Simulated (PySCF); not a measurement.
## Electronic structure of C₆H₁₅BOSi in real space

```yaml
atoms:
  - { symbol: C, position_ang: [1.8270, 0.9632, -1.5431] }
  - { symbol: O, position_ang: [1.1962, -0.0675, -0.8207] }
  - { symbol: C, position_ang: [1.8705, -0.4522, 0.3781] }
  - { symbol: C, position_ang: [0.8241, -1.1475, 1.1955] }
  - { symbol: C, position_ang: [-0.4196, -0.9219, 0.7802] }
  - { symbol: C, position_ang: [-1.6238, -1.4891, 1.4557] }
  - { symbol: B, position_ang: [-0.4659, 0.0457, -0.4885] }
  - { symbol: C, position_ang: [-1.1837, -0.5647, -1.8058] }
  - { symbol: Si, position_ang: [-0.9418, 1.9136, -0.0151] }
  - { symbol: H, position_ang: [1.2233, 1.1606, -2.4267] }
  - { symbol: H, position_ang: [1.9102, 1.8814, -0.9529] }
  - { symbol: H, position_ang: [2.8246, 0.6371, -1.8517] }
  - { symbol: H, position_ang: [2.2577, 0.4394, 0.8982] }
  - { symbol: H, position_ang: [2.7222, -1.0971, 0.1209] }
  - { symbol: H, position_ang: [1.1329, -1.7475, 2.0370] }
  - { symbol: H, position_ang: [-2.1872, -2.1010, 0.7527] }
  - { symbol: H, position_ang: [-1.3559, -2.0975, 2.3180] }
  - { symbol: H, position_ang: [-2.2767, -0.6798, 1.7809] }
  - { symbol: H, position_ang: [-0.7974, -1.5482, -2.0721] }
  - { symbol: H, position_ang: [-2.2528, -0.6791, -1.6359] }
  - { symbol: H, position_ang: [-1.0768, 0.0730, -2.6835] }
  - { symbol: H, position_ang: [-0.0683, 2.5139, 1.0204] }
  - { symbol: H, position_ang: [-0.8514, 2.8925, -1.1203] }
  - { symbol: H, position_ang: [-2.2990, 2.0925, 0.5196] }
```

Geometry: GFN2-xTB.

Level of theory: PBE0/pcSseg-1, SCF density, gas phase, non-relativistic in PySCF 2.14.0.

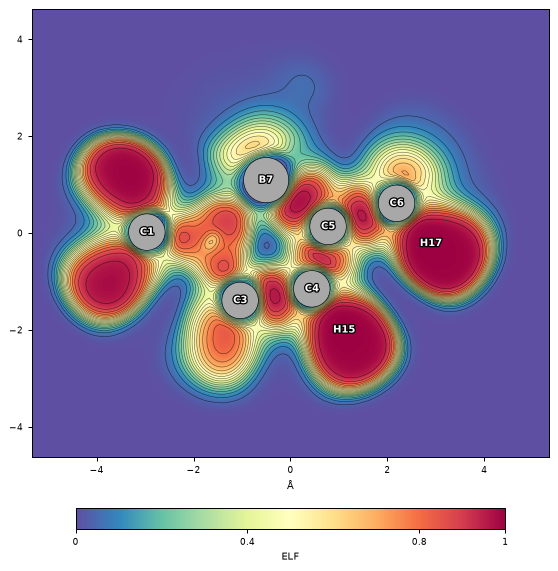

Figure 1. Electron localisation function on the plane of atoms C6, C5 and B7. Grey discs cover the atomic cores.

**Describe what can be read from this map.**

The plane passes through C, B and H nuclei. C–C (1.33 Å): the ELF peaks at about 0.95 between the atoms: a short, multiple covalent bond. C–B (1.60 Å): the ELF peaks at about 1 between the atoms; a shared electron pair. C–H (1.08 Å): the ELF climbs to about 1 towards the hydrogen, as it does in any bond to H; a covalent bond by its length. C–C (1.49 Å): the ELF peaks at about 0.95 between the atoms (a covalent bond).

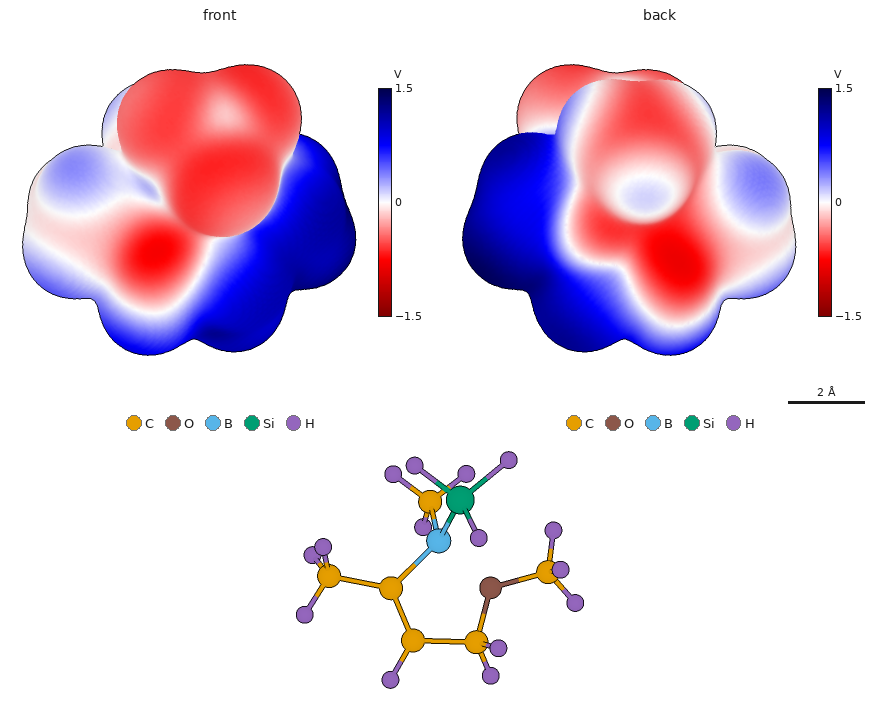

Figure 2. The molecular electrostatic potential painted on the density surface at 0.002 e/bohr³, seen from the front and from behind; red is negative and blue positive. The bare structure is drawn below in the same view.

**Describe the electrostatic potential map.**

The most negative region (about −0.8 V, or −18 kcal/mol for a unit charge) lies over the π face of C4 and C5, the most positive (about +1.4 V, or +32 kcal/mol for a unit charge) over C1 and H12.

**How polar is the molecule by this calculation?**

Its dipole moment is 3.78 D.
